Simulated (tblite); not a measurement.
Run report: C$_{5}$H$_{10}$GeS (charge −1), geometry relaxation (part 4 of 4)

The same run, continued: C$_{5}$H$_{10}$GeS, charge −1, multiplicity 2; GFN2-xTB geometry optimisation, gas phase (tblite 0.8.0). It belongs to a series of runs on one base structure; here: electron added.

Geometry of the input (Å):
```
C  -2.3707  0.4947  -0.3850
C  -1.3200  -0.1736  0.4725
S  -1.9724  -1.7007  1.1531
C  -0.0205  -0.4451  -0.3158
C  1.1049  -1.0458  0.5637
Ge 2.3682  0.3706  0.1851
C  0.7256  0.8305  -0.7222
H  -2.0124  1.4838  -0.7493
H  -2.6339  -0.1461  -1.2532
H  -3.2988  0.6765  0.2225
H  -0.2174  -1.1001  -1.1947
H  0.8648  -1.0805  1.6430
H  1.4585  -2.0196  0.1776
H  2.6590  1.2671  1.4173
H  3.4935  -0.0552  -0.7849
H  0.2947  1.7574  -0.2723
H  0.8701  0.8979  -1.8143
```

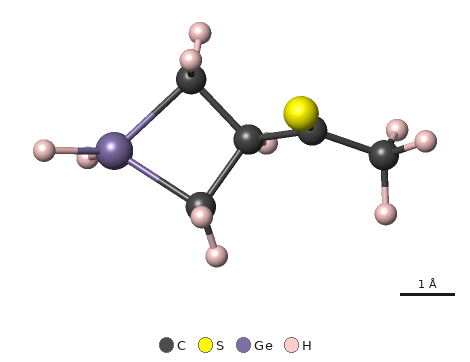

**Figure 1.** The geometry at step 118 of the log (ball-and-stick view, seen at a tilt).

**Trajectory as extended XYZ, continued**
```
17
Properties=species:S:1:pos:R:3:forces:R:3 step=104 energy=-574.17272
C    -2.5053   -0.0211   -0.7281   -0.0020   0.0030  -0.0030
C    -1.3667   -0.1641    0.2348    0.0020   0.0010  -0.0010
S    -1.6328    0.1385    1.8902    0.0140   0.0000   0.0040
C     0.0083   -0.2086   -0.3071   -0.0020  -0.0060   0.0060
C     0.9925   -1.1102    0.4825   -0.0050  -0.0060   0.0000
Ge    2.4615    0.1485    0.0918    0.0030   0.0100   0.0020
C     0.7890    1.1469   -0.2606    0.0060   0.0010   0.0070
H    -2.5812    0.9963   -1.1479    0.0120   0.0050  -0.0100
H    -2.3960   -0.7099   -1.5760   -0.0080  -0.0090   0.0070
H    -3.4483   -0.2341   -0.2242    0.0000   0.0000  -0.0010
H    -0.0241   -0.5460   -1.3542   -0.0030   0.0130  -0.0010
H     0.7182   -1.0738    1.5373   -0.0110  -0.0010  -0.0010
H     1.0022   -2.1523    0.1642    0.0100  -0.0040  -0.0030
H     3.4946    0.5184    1.1602   -0.0020   0.0000  -0.0030
H     3.3370   -0.2055   -1.1140   -0.0040  -0.0020   0.0000
H     0.4836    1.7006    0.6267   -0.0070   0.0010   0.0020
H     0.6605    1.7882   -1.1328   -0.0030  -0.0060  -0.0040
17
Properties=species:S:1:pos:R:3:forces:R:3 step=107 energy=-574.17301
C    -2.5065   -0.0260   -0.7296   -0.0050  -0.0110  -0.0100
C    -1.3670   -0.1607    0.2328    0.0170  -0.0040   0.0090
S    -1.6324    0.1487    1.8873    0.0130  -0.0030  -0.0020
C     0.0087   -0.2050   -0.3081    0.0040  -0.0140   0.0020
C     0.9906   -1.1102    0.4818   -0.0100   0.0000  -0.0130
Ge    2.4624    0.1464    0.0914   -0.0020   0.0040   0.0010
C     0.7913    1.1482   -0.2548    0.0210   0.0010   0.0110
H    -2.5762    0.9858   -1.1635   -0.0010   0.0040  -0.0130
H    -2.4047   -0.7282   -1.5677    0.0050  -0.0030   0.0050
H    -3.4491   -0.2285   -0.2206   -0.0010   0.0150   0.0010
H    -0.0208   -0.5378   -1.3569   -0.0140   0.0040   0.0060
H     0.7128   -1.0721    1.5362    0.0060  -0.0120  -0.0160
H     1.0008   -2.1522    0.1617    0.0000   0.0080   0.0090
H     3.4982    0.5149    1.1574    0.0020   0.0000  -0.0030
H     3.3336   -0.2030   -1.1199   -0.0100  -0.0030   0.0120
H     0.4884    1.6949    0.6368   -0.0160   0.0160   0.0200
H     0.6631    1.7967   -1.1212   -0.0100  -0.0010  -0.0200
17
Properties=species:S:1:pos:R:3:forces:R:3 step=110 energy=-574.17357
C    -2.5068   -0.0268   -0.7298    0.0160   0.0010   0.0020
C    -1.3677   -0.1683    0.2335    0.0030   0.0060   0.0050
S    -1.6301    0.1472    1.8868    0.0020  -0.0040   0.0220
C     0.0083   -0.2075   -0.3069    0.0030   0.0220  -0.0140
C     0.9911   -1.1129    0.4796    0.0100   0.0040  -0.0180
Ge    2.4615    0.1484    0.0912   -0.0130  -0.0150   0.0100
C     0.7906    1.1476   -0.2505   -0.0220   0.0100  -0.0030
H    -2.5485    0.9778   -1.1846   -0.0160  -0.0170  -0.0120
H    -2.4231   -0.7495   -1.5524    0.0050   0.0000  -0.0060
H    -3.4542   -0.1959   -0.2166    0.0240   0.0230  -0.0010
H    -0.0207   -0.5326   -1.3578   -0.0120  -0.0200   0.0030
H     0.7122   -1.0806    1.5340    0.0170  -0.0080  -0.0210
H     1.0054   -2.1527    0.1541   -0.0040  -0.0090   0.0090
H     3.4929    0.5215    1.1567    0.0150   0.0070   0.0150
H     3.3374   -0.1919   -1.1187   -0.0150  -0.0070   0.0060
H     0.4872    1.6935    0.6420   -0.0130   0.0080   0.0060
H     0.6574    1.7950   -1.1175    0.0020   0.0010  -0.0020
17
Properties=species:S:1:pos:R:3:forces:R:3 step=113 energy=-574.17422
C    -2.5048   -0.0259   -0.7296    0.0090   0.0160  -0.0010
C    -1.3675   -0.1741    0.2358   -0.0110   0.0190  -0.0250
S    -1.6266    0.1325    1.8911   -0.0110  -0.0020   0.0200
C     0.0078   -0.2076   -0.3066   -0.0050  -0.0060   0.0040
C     0.9926   -1.1146    0.4754    0.0110  -0.0130  -0.0010
Ge    2.4589    0.1496    0.0924    0.0130   0.0180   0.0070
C     0.7873    1.1490   -0.2487   -0.0090   0.0030  -0.0050
H    -2.5248    0.9690   -1.2076    0.0040  -0.0170  -0.0020
H    -2.4419   -0.7673   -1.5385    0.0070   0.0040   0.0200
H    -3.4549   -0.1579   -0.2115    0.0180  -0.0010   0.0040
H    -0.0227   -0.5310   -1.3577   -0.0090  -0.0150  -0.0090
H     0.7157   -1.0903    1.5297    0.0030   0.0180   0.0050
H     1.0101   -2.1541    0.1501   -0.0070  -0.0160  -0.0260
H     3.4861    0.5302    1.1601    0.0120   0.0010   0.0110
H     3.3401   -0.1850   -1.1155   -0.0170  -0.0060   0.0050
H     0.4843    1.6976    0.6433   -0.0140  -0.0110  -0.0220
H     0.6532    1.7921   -1.1191    0.0060   0.0090   0.0160
17
Properties=species:S:1:pos:R:3:forces:R:3 step=115 energy=-574.17467
C    -2.5035   -0.0292   -0.7307   -0.0240   0.0020  -0.0230
C    -1.3666   -0.1710    0.2344    0.0120   0.0140  -0.0300
S    -1.6252    0.1306    1.8906   -0.0130  -0.0010   0.0180
C     0.0085   -0.2038   -0.3085    0.0040  -0.0400   0.0080
C     0.9919   -1.1161    0.4708   -0.0010  -0.0110   0.0050
Ge    2.4589    0.1489    0.0949    0.0120   0.0360   0.0060
C     0.7880    1.1516   -0.2427    0.0140  -0.0220   0.0010
H    -2.5078    0.9511   -1.2385    0.0100  -0.0170   0.0040
H    -2.4620   -0.7952   -1.5197    0.0160   0.0200   0.0430
H    -3.4520   -0.1281   -0.2030    0.0060  -0.0020  -0.0030
H    -0.0213   -0.5253   -1.3604   -0.0150   0.0010  -0.0050
H     0.7129   -1.0933    1.5245    0.0060   0.0140   0.0120
H     1.0095   -2.1558    0.1443   -0.0100   0.0080  -0.0290
H     3.4885    0.5330    1.1609    0.0030  -0.0100  -0.0010
H     3.3345   -0.1794   -1.1180   -0.0070  -0.0060   0.0050
H     0.4844    1.6941    0.6524   -0.0190  -0.0040  -0.0120
H     0.6542    1.7998   -1.1084    0.0050   0.0180  -0.0010
17
Properties=species:S:1:pos:R:3:forces:R:3 step=118 energy=-574.17526
C    -2.5032   -0.0296   -0.7313    0.0090  -0.0020   0.0040
C    -1.3654   -0.1692    0.2332   -0.0030   0.0090   0.0060
S    -1.6266    0.1238    1.8908   -0.0040  -0.0010   0.0110
C     0.0093   -0.2054   -0.3093    0.0020   0.0090  -0.0090
C     0.9933   -1.1185    0.4673   -0.0020   0.0110  -0.0010
Ge    2.4601    0.1526    0.0982   -0.0150   0.0010   0.0030
C     0.7882    1.1513   -0.2391   -0.0090  -0.0040  -0.0070
H    -2.4873    0.9357   -1.2649    0.0020   0.0000  -0.0030
H    -2.4790   -0.8172   -1.4976    0.0100  -0.0040   0.0020
H    -3.4502   -0.0964   -0.1975   -0.0110   0.0020   0.0010
H    -0.0245   -0.5234   -1.3624    0.0040   0.0030   0.0040
H     0.7139   -1.0960    1.5212    0.0050  -0.0110  -0.0010
H     1.0087   -2.1563    0.1337    0.0080   0.0160   0.0020
H     3.4903    0.5374    1.1635   -0.0010  -0.0150  -0.0030
H     3.3312   -0.1733   -1.1171    0.0080  -0.0030  -0.0020
H     0.4804    1.6920    0.6557   -0.0140  -0.0130   0.0020
H     0.6538    1.8045   -1.1014    0.0110   0.0010  -0.0100
17
Properties=species:S:1:pos:R:3:forces:R:3 step=121 energy=-574.17549
C    -2.5031   -0.0316   -0.7319    0.0050   0.0010   0.0120
C    -1.3664   -0.1661    0.2351   -0.0040   0.0130   0.0060
S    -1.6288    0.1196    1.8939   -0.0040   0.0010  -0.0070
C     0.0082   -0.2023   -0.3082   -0.0070   0.0100   0.0070
C     0.9934   -1.1160    0.4659   -0.0040   0.0000   0.0020
Ge    2.4596    0.1542    0.0982    0.0090  -0.0010  -0.0130
C     0.7874    1.1533   -0.2377   -0.0020   0.0190  -0.0020
H    -2.4841    0.9290   -1.2743    0.0060  -0.0110   0.0020
H    -2.4784   -0.8268   -1.4911   -0.0010   0.0080   0.0100
H    -3.4517   -0.0905   -0.1990    0.0050  -0.0060  -0.0060
H    -0.0277   -0.5186   -1.3612    0.0090  -0.0050  -0.0060
H     0.7179   -1.0969    1.5207   -0.0110  -0.0070   0.0030
H     1.0068   -2.1525    0.1298    0.0130  -0.0030  -0.0010
H     3.4927    0.5317    1.1635   -0.0040  -0.0130  -0.0010
H     3.3308   -0.1759   -1.1176    0.0000   0.0040   0.0060
H     0.4800    1.6943    0.6572   -0.0110  -0.0120  -0.0030
H     0.6565    1.8072   -1.1002    0.0000   0.0000  -0.0070
17
Properties=species:S:1:pos:R:3:forces:R:3 step=124 energy=-574.17573
C    -2.5024   -0.0365   -0.7322   -0.0040   0.0000  -0.0020
C    -1.3664   -0.1584    0.2363    0.0010   0.0010   0.0000
S    -1.6306    0.1332    1.8934    0.0010   0.0020  -0.0040
C     0.0077   -0.1971   -0.3078    0.0040  -0.0050   0.0020
C     0.9919   -1.1143    0.4644    0.0060   0.0010   0.0000
Ge    2.4597    0.1545    0.0981    0.0030   0.0060  -0.0070
C     0.7873    1.1574   -0.2335    0.0020  -0.0050   0.0000
H    -2.4825    0.9181   -1.2851   -0.0030  -0.0100   0.0000
H    -2.4756   -0.8399   -1.4823    0.0000   0.0060   0.0030
H    -3.4521   -0.0917   -0.2011    0.0040   0.0020   0.0000
H    -0.0273   -0.5123   -1.3615   -0.0010  -0.0020   0.0050
H     0.7172   -1.0992    1.5196   -0.0120  -0.0060  -0.0050
H     1.0063   -2.1496    0.1241    0.0040   0.0010   0.0030
H     3.4996    0.5205    1.1612   -0.0050  -0.0100   0.0000
H     3.3253   -0.1776   -1.1208    0.0000   0.0050   0.0030
H     0.4762    1.6905    0.6644    0.0070   0.0120  -0.0040
H     0.6588    1.8146   -1.0939   -0.0070   0.0010   0.0040
17
Properties=species:S:1:pos:R:3:forces:R:3 step=126 energy=-574.17581
C    -2.5027   -0.0400   -0.7331    0.0010  -0.0010  -0.0040
C    -1.3663   -0.1547    0.2360   -0.0050  -0.0020  -0.0050
S    -1.6323    0.1417    1.8915    0.0020   0.0020   0.0050
C     0.0080   -0.1946   -0.3072    0.0050   0.0020  -0.0050
C     0.9914   -1.1143    0.4633    0.0080   0.0040  -0.0010
Ge    2.4605    0.1542    0.0970   -0.0120   0.0040   0.0050
C     0.7884    1.1596   -0.2295   -0.0050  -0.0090  -0.0030
H    -2.4802    0.9087   -1.2958   -0.0060  -0.0090   0.0010
H    -2.4786   -0.8509   -1.4753    0.0020   0.0040   0.0010
H    -3.4522   -0.0880   -0.2012    0.0040   0.0050   0.0010
H    -0.0263   -0.5079   -1.3616   -0.0030   0.0010   0.0090
H     0.7166   -1.1014    1.5186   -0.0050  -0.0020  -0.0080
H     1.0050   -2.1493    0.1213    0.0030   0.0070   0.0020
H     3.5024    0.5148    1.1593   -0.0020  -0.0080   0.0040
H     3.3234   -0.1760   -1.1235    0.0030   0.0020  -0.0030
H     0.4778    1.6900    0.6704    0.0110   0.0070  -0.0050
H     0.6580    1.8202   -1.0873   -0.0020  -0.0060   0.0070
17
Properties=species:S:1:pos:R:3:forces:R:3 step=129 energy=-574.17591
C    -2.5029   -0.0463   -0.7349    0.0010  -0.0010   0.0010
C    -1.3669   -0.1481    0.2360   -0.0010  -0.0020   0.0000
S    -1.6348    0.1490    1.8910   -0.0010   0.0020  -0.0010
C     0.0079   -0.1888   -0.3056   -0.0020   0.0020  -0.0020
C     0.9911   -1.1126    0.4611   -0.0040   0.0010  -0.0030
Ge    2.4607    0.1547    0.0956    0.0000   0.0000   0.0060
C     0.7892    1.1637   -0.2234    0.0020   0.0020   0.0010
H    -2.4758    0.8906   -1.3163   -0.0010  -0.0010   0.0010
H    -2.4832   -0.8715   -1.4615   -0.0020   0.0010   0.0030
H    -3.4523   -0.0787   -0.2017    0.0030  -0.0010   0.0000
H    -0.0265   -0.4985   -1.3607   -0.0020  -0.0020  -0.0030
H     0.7162   -1.1042    1.5162    0.0000   0.0050  -0.0010
H     1.0025   -2.1464    0.1158    0.0030   0.0030  -0.0050
H     3.5069    0.5031    1.1576    0.0000  -0.0030   0.0060
H     3.3201   -0.1755   -1.1276   -0.0010   0.0030  -0.0010
H     0.4824    1.6924    0.6787    0.0060  -0.0030   0.0030
H     0.6584    1.8290   -1.0772   -0.0020  -0.0070  -0.0060
```

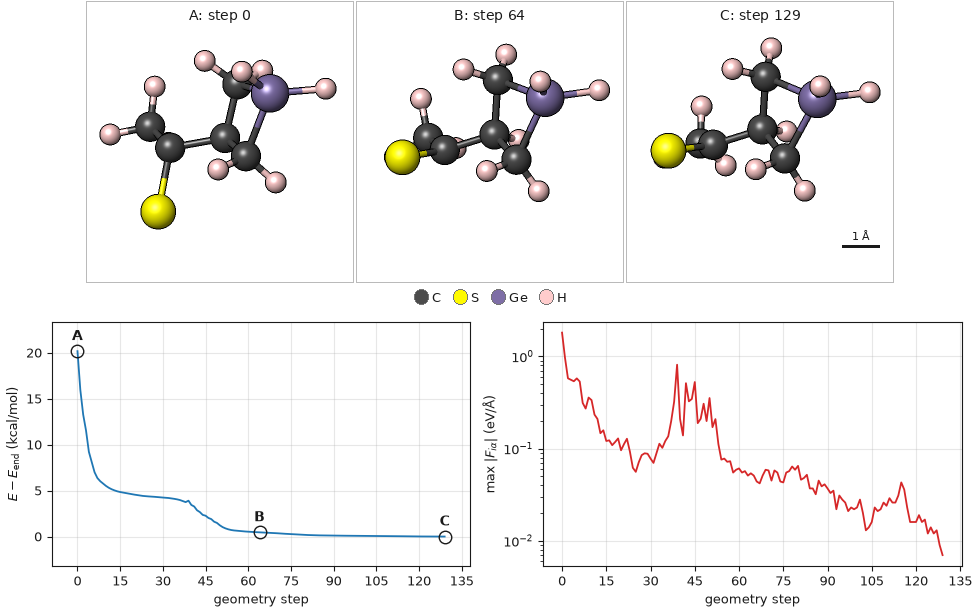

**Figure 2.** Frames of the relaxation (ball-and-stick view, seen at a tilt) above the curves, on which the letters mark them (steps are counted from 0).

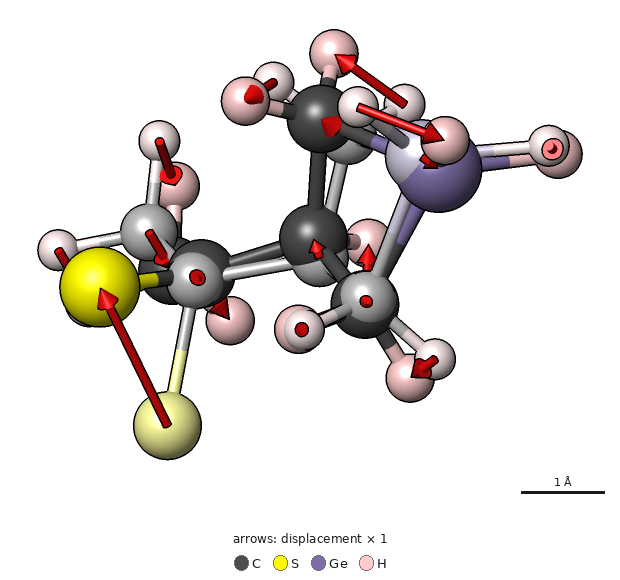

**Figure 3.** Start (faint) and end (solid) with the displacements as red arrows, at true length (ball-and-stick view, seen at a tilt). The two geometries are laid on each other by the best rigid fit. Over 129 geometry steps the energy falls by 20.2 kcal/mol. Largest force component: 1.8 eV/Å at the start, 0.007 eV/Å at the end. S3 moves most after the best rigid fit: 2.07 Å. Largest moves by element: S 2.07 Å, H 1.16 Å, C 0.66 Å, Ge 0.25 Å. Among the contacts that change: C2–S3 1.795 → 1.703 Å, C2–C4 1.544 → 1.478 Å, Ge6–C7 1.932 → 1.978 Å, C5–Ge6 1.935 → 1.975 Å. Among the angles that change: H14–Ge6–H15 121.4° → 102.7°, C7–Ge6–H14 113.3° → 125.0°, Ge6–C5–H13 111.6° → 122.8°. (Atoms are counted from 1 in the order of the input.)
